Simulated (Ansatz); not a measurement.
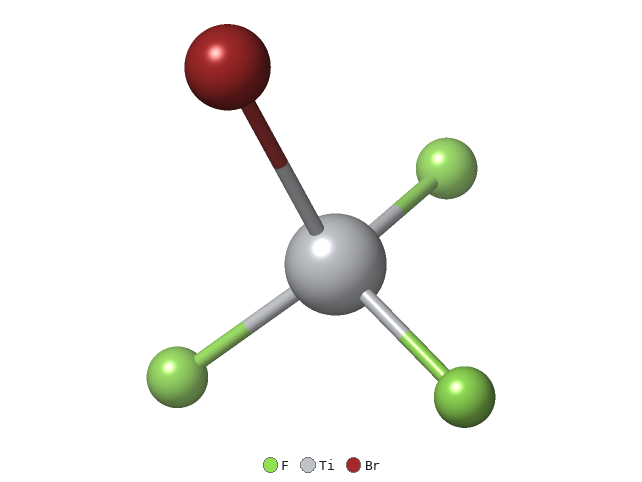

Charge 0, singlet. The computed structure is the end point of a PBE-D4/def2-SVP optimisation. No frequency run is at hand to confirm it as a minimum.

**What is the coordination number of the metal, and which atoms bind to it?**

Ti binds 4 atoms: 3 F at 1.74 Å, 1 Br at 2.35 Å. The arrangement is tetrahedral.

**What are the formal oxidation state of the metal and its number of d electrons?**

Ti(IV), d⁰, counting the ligands as closed-shell ions or neutral donors.
